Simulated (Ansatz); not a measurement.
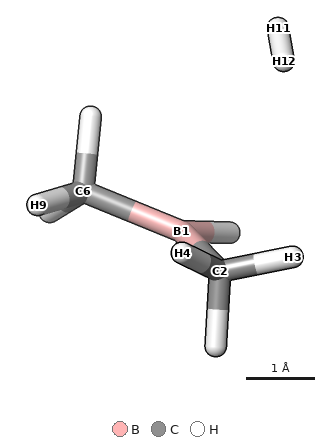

Fig. 1: The input geometry (stick view, seen at a tilt; atoms are numbered from 1 in the order of the input). Bond lengths as drawn: B–C 1.57 Å, B–H 1.20 Å, C–H 1.10 Å and H–H 0.74 Å.

**C2H9B: nudged elastic band**

System: C2H9B.
Method: RKS B3LYP-D4/6-31G* (Ansatz 0.2.0).

It belongs to a series of runs on one base structure; here: band between the two ends. Figures and captions count atoms from 1; the log counts them from 0 in places.

## Input
```yaml
crystal:
  periodic: [false, false, false]
  atoms:
    - { symbol: B, position_ang: [0.107418, 0.333566, 0.242953] }
    - { symbol: C, position_ang: [0.124334, 0.420491, 1.808646] }
    - { symbol: H, position_ang: [-0.731508, -0.07415, 2.283542] }
    - { symbol: H, position_ang: [1.052426, 0.078911, 2.281437] }
    - { symbol: H, position_ang: [0.014775, 1.490715, 2.059218] }
    - { symbol: C, position_ang: [1.396657, 0.163071, -0.633776] }
    - { symbol: H, position_ang: [1.38962, -0.873362, -1.012912] }
    - { symbol: H, position_ang: [1.387385, 0.794471, -1.531334] }
    - { symbol: H, position_ang: [2.343727, 0.305041, -0.100736] }
    - { symbol: H, position_ang: [-0.952622, 0.42057, -0.320497] }
    - { symbol: H, position_ang: [-0.563286, -2.962397, 0.321774] }
    - { symbol: H, position_ang: [-0.444627, -2.669027, 0.993785] }
basis:
  gaussian: { orbitals: "6-31G*" }
hamiltonian:
  xc: b3lyp
  dispersion: d4
neb:
  order_check: false
  images: 5
  f_tol: 0.05
  max_iterations: 60
  final_atoms:
    - { symbol: B, position_ang: [-0.12558354, -0.42356421, -0.73491608] }
    - { symbol: C, position_ang: [0.00512505, -0.22036607, 2.45946636] }
    - { symbol: H, position_ang: [-0.49010806, -0.21983408, 3.43504916] }
    - { symbol: H, position_ang: [1.08711362, -0.30556753, 2.59492582] }
    - { symbol: H, position_ang: [-0.22566891, 0.71309508, 1.93798256] }
    - { symbol: C, position_ang: [1.38230746, -0.03890679, -0.85602137] }
    - { symbol: H, position_ang: [2.07314381, -0.75853269, -0.40342366] }
    - { symbol: H, position_ang: [1.59559631, -0.05705414, -1.94160411] }
    - { symbol: H, position_ang: [1.62767139, 0.97284219, -0.5160805] }
    - { symbol: H, position_ang: [-0.98374027, 0.41153228, -0.77193657] }
    - { symbol: H, position_ang: [-0.46460401, -1.57239117, -0.68856142] }
    - { symbol: H, position_ang: [-0.35695385, -1.07335286, 1.87721982] }
  initial_path:
    images:
      - { positions_ang: [[0.107418, 0.333566, 0.242953], [0.124334, 0.420491, 1.808646], [-0.731508, -0.07415, 2.283542], [1.052426, 0.078911, 2.281437], [0.014775, 1.490715, 2.059218], [1.396657, 0.163071, -0.633776], [1.38962, -0.873362, -1.012912], [1.387385, 0.794471, -1.531334], [2.343727, 0.305041, -0.100736], [-0.952622, 0.42057, -0.320497], [-0.563286, -2.962397, 0.321774], [-0.444627, -2.669027, 0.993785]] }
      - { positions_ang: [[0.07138512, 0.22245623, 0.16218256], [0.08255875, 0.27824683, 1.8559743], [-0.82085071, -0.15618368, 2.29567148], [0.95798168, -0.18599698, 2.29392416], [0.08561351, 1.3316923, 2.14766454], [1.39278403, 0.11133405, -0.68888944], [1.49921769, -0.92776824, -0.9995193], [1.34054802, 0.70251799, -1.61250499], [2.28002132, 0.38560926, -0.13562411], [-0.97877435, 0.27988675, -0.4118419], [-0.43770144, -2.44262837, 0.36976684], [-0.34848464, -2.17126613, 1.11529586]] }
      - { positions_ang: [[0.03535225, 0.11134646, 0.08141212], [0.04078351, 0.13600266, 1.9033026], [-0.91019342, -0.23821737, 2.30780096], [0.86353736, -0.45090496, 2.30641133], [0.15645202, 1.1726696, 2.23611107], [1.38891106, 0.05959709, -0.74400289], [1.60881539, -0.98217447, -0.9861266], [1.29371104, 0.61056497, -1.69367598], [2.21631565, 0.46617751, -0.17051222], [-1.00492671, 0.1392035, -0.50318681], [-0.31211687, -1.92285974, 0.41775969], [-0.25234227, -1.67350526, 1.23680673]] }
      - { positions_ang: [[-0.00068063, 0.00023669, 0.00064168], [-0.00099174, -0.00624151, 1.9506309], [-0.99953613, -0.32025105, 2.31993044], [0.76909305, -0.71581294, 2.31889849], [0.22729053, 1.0136469, 2.32455761], [1.38503809, 0.00786014, -0.79911633], [1.71841308, -1.03658071, -0.9727339], [1.24687405, 0.51861196, -1.77484698], [2.15260997, 0.54674577, -0.20540032], [-1.03107906, -0.00147974, -0.59453171], [-0.18653231, -1.40309112, 0.46575253], [-0.15619991, -1.17574439, 1.35831759]] }
      - { positions_ang: [[-0.04231493, -0.14103027, -0.24454424], [0.00104719, -0.07761636, 2.12024272], [-0.82972678, -0.28677873, 2.69163668], [0.8750999, -0.57906447, 2.4109076], [0.07630405, 0.91346296, 2.19569926], [1.38412788, -0.00772884, -0.81808468], [1.83665666, -0.94389804, -0.78296382], [1.36311481, 0.32672326, -1.83043269], [1.97763045, 0.68877791, -0.30896038], [-1.01529946, 0.13619093, -0.65366666], [-0.27922288, -1.45952447, 0.08098121], [-0.22311789, -1.14161388, 1.531285]] }
      - { positions_ang: [[-0.08394924, -0.28229724, -0.48973016], [0.00308612, -0.14899121, 2.28985454], [-0.65991742, -0.25330641, 3.06334292], [0.98110676, -0.442316, 2.50291671], [-0.07468243, 0.81327902, 2.06684091], [1.38321767, -0.02331782, -0.83705303], [1.95490023, -0.85121537, -0.59319374], [1.47935556, 0.13483456, -1.8860184], [1.80265092, 0.83081005, -0.41252044], [-0.99951987, 0.27386161, -0.71280162], [-0.37191344, -1.51595782, -0.3037901], [-0.29003587, -1.10748337, 1.70425241]] }
      - { positions_ang: [[-0.12558354, -0.42356421, -0.73491608], [0.00512505, -0.22036607, 2.45946636], [-0.49010806, -0.21983408, 3.43504916], [1.08711362, -0.30556753, 2.59492582], [-0.22566891, 0.71309508, 1.93798256], [1.38230746, -0.03890679, -0.85602137], [2.07314381, -0.75853269, -0.40342366], [1.59559631, -0.05705414, -1.94160411], [1.62767139, 0.97284219, -0.5160805], [-0.98374027, 0.41153228, -0.77193657], [-0.46460401, -1.57239117, -0.68856142], [-0.35695385, -1.07335286, 1.87721982]] }
```

Hardware: 1 thread of AMD EPYC (Zen 5), 32 GiB of memory available, shared host.

Run as:
```bash
ansatz run input.yaml --threads 1 --pin off --max-ram 2048MiB --backend cpu --events-out ev --progress --plain --runs-dir out
```

## The program's output
```
Engine: ansatz 0.2.0, x86_64-unknown-linux-gnu
Functional definition: B3LYP
  parameter a0 = 0.2
  parameter ax = 0.72
  parameter ac = 0.81
  exchange = (1 - a0 - ax)*slater_x + ax*b88_x + a0*exact_x
  correlation = (1 - ac)*vwn_rpa_c + ac*lyp_c
806 factors; integrals over basis functions are off by at most 4.5e-4 eV
mean field evaluation 1: about -2889.9689 eV, gradient 5.4e1 eV
mean field evaluation 2: about -2888.3045 eV, gradient 5.7e1 eV
mean field evaluation 4: about -2896.7739 eV, gradient 4.7e-1 eV
mean field evaluation 8: about -2896.7676 eV, gradient 1.1e-2 eV
mean field -2896.76764444 eV, -106.4542474336 hartree, gradient 2.4e-5 eV, S^2 0.000000; 0 other end points of the search recorded, 0 dependent functions left out
the calculation of the forces begins
reference -2896.76785274 eV, -106.4542550884 hartree; 13, 13 occupied and 50, 50 virtual orbitals, 806 factors
806 factors; integrals over basis functions are off by at most 4.9e-4 eV
mean field evaluation 16: about -2897.0546 eV, gradient 2.0e0 eV
mean field -2897.05871069 eV, -106.4649439208 hartree, gradient 2.9e-5 eV, S^2 0.000000; 0 other end points of the search recorded, 0 dependent functions left out
[... from here on the field's lines of each further geometry are left out, up to the last ...]
NEB iter   1: max|band force component| = 5.701e0 eV/Å  barrier→ = 3.4364 eV  barrier← = 3.7092 eV  Δτ_max = 0.2000 Å  (155 SCF iters)
NEB iter   2: max|band force component| = 2.947e0 eV/Å  barrier→ = 1.9708 eV  barrier← = 2.2436 eV  Δτ_max = 0.2000 Å  (126 SCF iters)
NEB iter   3: max|band force component| = 2.552e0 eV/Å  barrier→ = 1.5553 eV  barrier← = 1.8281 eV  Δτ_max = 0.2000 Å  (117 SCF iters)
NEB iter   4: max|band force component| = 1.040e0 eV/Å  barrier→ = 1.2773 eV  barrier← = 1.5500 eV  Δτ_max = 0.1742 Å  (121 SCF iters)
NEB iter   5: max|band force component| = 5.704e-1 eV/Å  barrier→ = 1.0956 eV  barrier← = 1.3684 eV  Δτ_max = 0.0787 Å  (114 SCF iters)
NEB iter   6: max|band force component| = 3.571e-1 eV/Å  barrier→ = 1.1115 eV  barrier← = 1.3843 eV  CI = image 3  Δτ_max = 0.1336 Å  (110 SCF iters)
NEB iter   7: max|band force component| = 2.106e-1 eV/Å  barrier→ = 1.0669 eV  barrier← = 1.3397 eV  CI = image 3  Δτ_max = 0.1980 Å  (107 SCF iters)
NEB iter   8: max|band force component| = 2.281e-1 eV/Å  barrier→ = 1.0427 eV  barrier← = 1.3155 eV  CI = image 3  Δτ_max = 0.1002 Å  (110 SCF iters)
NEB iter   9: max|band force component| = 2.031e-1 eV/Å  barrier→ = 1.0322 eV  barrier← = 1.3049 eV  CI = image 3  Δτ_max = 0.0997 Å  (107 SCF iters)
NEB iter  10: max|band force component| = 2.900e-1 eV/Å  barrier→ = 1.0249 eV  barrier← = 1.2976 eV  CI = image 3  Δτ_max = 0.0506 Å  (108 SCF iters)
NEB iter  11: max|band force component| = 3.989e-1 eV/Å  barrier→ = 1.0221 eV  barrier← = 1.2948 eV  CI = image 3  Δτ_max = 0.0250 Å  (113 SCF iters)
NEB iter  12: max|band force component| = 9.096e-2 eV/Å  barrier→ = 1.0209 eV  barrier← = 1.2937 eV  CI = image 3  Δτ_max = 0.0499 Å  (111 SCF iters)
the calculation of the forces begins
reference -2897.02319559 eV, -106.4636387651 hartree; 13, 13 occupied and 50, 50 virtual orbitals, 806 factors
806 factors; integrals over basis functions are off by at most 4.5e-4 eV
mean field evaluation 480: about -2885.8553 eV, gradient 6.1e1 eV
mean field -2895.71832078 eV, -106.4156855005 hartree, gradient 2.7e-5 eV, S^2 0.000000; 1 other end points of the search recorded, 0 dependent functions left out
the calculation of the forces begins
reference -2895.71851208 eV, -106.4156925303 hartree; 13, 13 occupied and 50, 50 virtual orbitals, 806 factors
NEB iter  13: max|band force component| = 2.080e-2 eV/Å  barrier→ = 1.0201 eV  barrier← = 1.2929 eV  CI = image 3  Δτ_max = 0.0000 Å  (220 SCF iters)
```

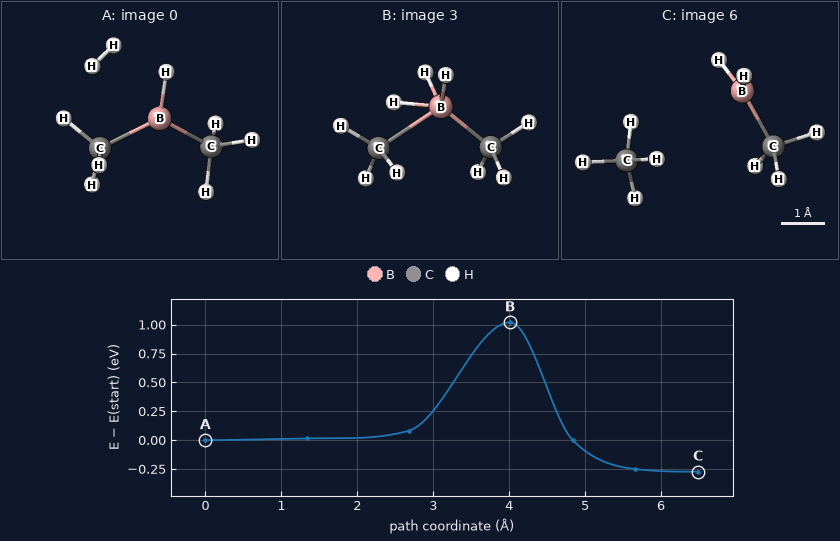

Fig. 2: Images of the last band (counted from 0; ball-and-stick, seen at a tilt) above the energy along the path; the line is a cubic interpolation that uses the forces. The highest image is number 3, 1.020 eV above the start and 1.293 eV above the end (the climbing image); the end lies 0.273 eV below the start. The path is 6.49 Å long. The band converged in 13 iterations.

```
Total energy: -2895.97532967 eV, -106.4251304029 hartree
Atom 0 at    -0.086172    -0.225015     0.106954 Å, force    -0.005123     0.002358     0.005250 eV/Å
Atom 1 at     0.106258    -0.155673     1.874639 Å, force    -0.007793    -0.003050    -0.007021 eV/Å
Atom 2 at    -0.789931    -0.275449     2.491675 Å, force     0.000766     0.001186    -0.000865 eV/Å
Atom 3 at     0.926223    -0.745627     2.298052 Å, force     0.000282    -0.000112     0.002469 eV/Å
Atom 4 at     0.399056     0.896115     1.915031 Å, force     0.003830    -0.000685     0.000233 eV/Å
Atom 5 at     1.331548    -0.020961    -0.598345 Å, force    -0.005414    -0.001060     0.001969 eV/Å
Atom 6 at     2.091841    -0.735123    -0.255853 Å, force     0.001749    -0.000170    -0.001556 eV/Å
Atom 7 at     1.261287    -0.117784    -1.688141 Å, force     0.001380     0.000292    -0.000506 eV/Å
Atom 8 at     1.721576     0.985096    -0.392246 Å, force     0.002131     0.000262     0.000007 eV/Å
Atom 9 at    -1.055499     0.432216    -0.136826 Å, force     0.000853    -0.000625    -0.000080 eV/Å
Atom 10 at    -0.491342    -1.429186    -0.123153 Å, force    -0.000440    -0.002731    -0.003198 eV/Å
Atom 11 at    -0.290546    -1.180710     0.900312 Å, force     0.007779     0.004334     0.003300 eV/Å
Dipole moment:     0.015472    -0.163496     0.286563 e Å
this run last wrote the band of iteration 13 to [file]
```

## The last band as extended XYZ (Å, eV, eV/Å)
```
12
Properties=species:S:1:pos:R:3:forces:R:3 image=0 energy=-2896.99526
B     0.1074    0.3336    0.2430    0.0075   0.0231  -0.0022
C     0.1243    0.4205    1.8086    0.0007  -0.0084  -0.0002
H    -0.7315   -0.0741    2.2835   -0.0050  -0.0027   0.0049
H     1.0524    0.0789    2.2814   -0.0002  -0.0014  -0.0014
H     0.0148    1.4907    2.0592   -0.0005   0.0053  -0.0004
C     1.3967    0.1631   -0.6338   -0.0039  -0.0042   0.0022
H     1.3896   -0.8734   -1.0129    0.0028  -0.0044  -0.0038
H     1.3874    0.7945   -1.5313   -0.0006   0.0010  -0.0023
H     2.3437    0.3050   -0.1007   -0.0005  -0.0012   0.0017
H    -0.9526    0.4206   -0.3205   -0.0012  -0.0076   0.0014
H    -0.5633   -2.9624    0.3218    0.0001  -0.0007  -0.0008
H    -0.4446   -2.6690    0.9938    0.0008   0.0013   0.0009
12
Properties=species:S:1:pos:R:3:forces:R:3 image=1 energy=-2896.97993
B     0.1024    0.3028    0.2861   -0.0027   0.0047  -0.0010
C     0.1851    0.3735    1.8527   -0.0017   0.0094   0.0012
H    -0.6341   -0.1684    2.3424    0.0025  -0.0030  -0.0011
H     1.1390    0.0508    2.2859    0.0037   0.0054   0.0006
H     0.0380    1.4297    2.1370   -0.0009  -0.0013   0.0024
C     1.3818    0.1063   -0.6042   -0.0001  -0.0022   0.0047
H     1.8162   -0.8829   -0.3896   -0.0009  -0.0029  -0.0025
H     1.2228    0.1775   -1.6843   -0.0006   0.0059  -0.0002
H     2.1650    0.8240   -0.3169    0.0043  -0.0019   0.0001
H    -0.9783    0.4393   -0.2242    0.0011  -0.0006  -0.0027
H    -0.7634   -2.5679    0.0006   -0.0027  -0.0059  -0.0003
H    -0.5501   -2.6567    0.7065   -0.0021  -0.0076  -0.0013
12
Properties=species:S:1:pos:R:3:forces:R:3 image=2 energy=-2896.91354
B     0.0713    0.1650    0.3095    0.0230   0.0808   0.0456
C     0.1527    0.1278    1.8821    0.0103   0.0309  -0.0003
H    -0.7823   -0.1530    2.3803    0.0004   0.0135  -0.0136
H     0.9709   -0.4826    2.2836    0.0041   0.0263  -0.0038
H     0.3571    1.1670    2.1894    0.0048   0.0351   0.0535
C     1.3569    0.0319   -0.5846    0.0081   0.0272   0.0233
H     2.1127   -0.6535   -0.1826    0.0016   0.0068  -0.0001
H     1.1714   -0.2099   -1.6364   -0.0141  -0.0035   0.0042
H     1.8202    1.0342   -0.5739    0.0239   0.0045  -0.0438
H    -0.9724    0.4746   -0.2012    0.0187   0.0213  -0.0017
H    -0.6140   -2.0689   -0.1044   -0.0325  -0.1007  -0.0019
H    -0.5202   -2.0047    0.6305   -0.0482  -0.1422  -0.0615
12
Properties=species:S:1:pos:R:3:forces:R:3 image=3 energy=-2895.97514
B    -0.0862   -0.2250    0.1070   -0.0051   0.0024   0.0053
C     0.1063   -0.1557    1.8746   -0.0078  -0.0031  -0.0070
H    -0.7899   -0.2754    2.4917    0.0008   0.0012  -0.0009
H     0.9262   -0.7456    2.2981    0.0003  -0.0001   0.0025
H     0.3991    0.8961    1.9150    0.0038  -0.0007   0.0002
C     1.3315   -0.0210   -0.5983   -0.0054  -0.0011   0.0020
H     2.0918   -0.7351   -0.2559    0.0017  -0.0002  -0.0016
H     1.2613   -0.1178   -1.6881    0.0014   0.0003  -0.0005
H     1.7216    0.9851   -0.3922    0.0021   0.0003   0.0000
H    -1.0555    0.4322   -0.1368    0.0009  -0.0006  -0.0001
H    -0.4913   -1.4292   -0.1232   -0.0004  -0.0027  -0.0032
H    -0.2905   -1.1807    0.9003    0.0078   0.0043   0.0033
12
Properties=species:S:1:pos:R:3:forces:R:3 image=4 energy=-2896.99603
B    -0.1538   -0.3711   -0.2876   -0.0680  -0.1093  -0.3572
C     0.0876   -0.2393    2.0843   -0.0152  -0.0910   0.1914
H    -0.7767   -0.2595    2.7471    0.0119   0.0124   0.2299
H     0.9749   -0.6812    2.5379    0.0283  -0.0005   0.2028
H     0.2997    0.7893    1.7926   -0.0489  -0.1224  -0.0876
C     1.3258   -0.0013   -0.6704    0.0060   0.0147  -0.0602
H     2.0756   -0.6975   -0.2737   -0.0325  -0.0022  -0.0306
H     1.3656   -0.1020   -1.7659    0.0917   0.0357  -0.0677
H     1.6377    1.0211   -0.4296   -0.0358   0.0099  -0.0088
H    -1.0419    0.4287   -0.2484    0.0324   0.0655  -0.0820
H    -0.4868   -1.5240   -0.3528   -0.0385  -0.0447  -0.2232
H    -0.1833   -0.9350    1.2586    0.0685   0.2319   0.2932
12
Properties=species:S:1:pos:R:3:forces:R:3 image=5 energy=-2897.24584
B    -0.1496   -0.4277   -0.5884   -0.0003  -0.0098  -0.0251
C     0.0563   -0.2296    2.3347   -0.0084  -0.0105   0.0298
H    -0.7260   -0.1858    3.0960    0.0093   0.0079   0.0408
H     1.0016   -0.5510    2.7786    0.0025   0.0057   0.0275
H     0.1804    0.7570    1.8834   -0.0061  -0.0066   0.0102
C     1.3409   -0.0108   -0.8055   -0.0074   0.0012  -0.0255
H     2.0673   -0.7059   -0.3694   -0.0013  -0.0040  -0.0113
H     1.4967   -0.0619   -1.8985    0.0213   0.0077  -0.0126
H     1.5872    1.0121   -0.5028   -0.0042   0.0000  -0.0048
H    -1.0291    0.3829   -0.5317    0.0027   0.0026  -0.0340
H    -0.4589   -1.5867   -0.5828   -0.0011   0.0047  -0.0281
H    -0.2425   -0.9646    1.5784   -0.0070   0.0012   0.0331
12
Properties=species:S:1:pos:R:3:forces:R:3 image=6 energy=-2897.26803
B    -0.1256   -0.4236   -0.7349    0.0024  -0.0042   0.0018
C     0.0051   -0.2204    2.4595    0.0109   0.0113   0.0138
H    -0.4901   -0.2198    3.4350    0.0117   0.0006  -0.0216
H     1.0871   -0.3056    2.5949   -0.0260   0.0034  -0.0034
H    -0.2257    0.7131    1.9380    0.0029  -0.0165   0.0098
C     1.3823   -0.0389   -0.8560    0.0012   0.0009   0.0020
H     2.0731   -0.7585   -0.4034    0.0004  -0.0007  -0.0012
H     1.5956   -0.0571   -1.9416    0.0002  -0.0003  -0.0002
H     1.6277    0.9728   -0.5161   -0.0009  -0.0001   0.0003
H    -0.9837    0.4115   -0.7719   -0.0025   0.0035  -0.0012
H    -0.4646   -1.5724   -0.6886   -0.0009   0.0005  -0.0009
H    -0.3570   -1.0734    1.8772    0.0007   0.0017   0.0009
```

## Key numbers

| quantity | value |
| --- | --- |
| outcome | converged |
| barrier, forward | 1.020 eV |
| barrier, backward | 1.293 eV |
| wall time | 66 s |
| peak memory | 0.14 GiB |

## Remarks

The order of the saddle point was not checked.
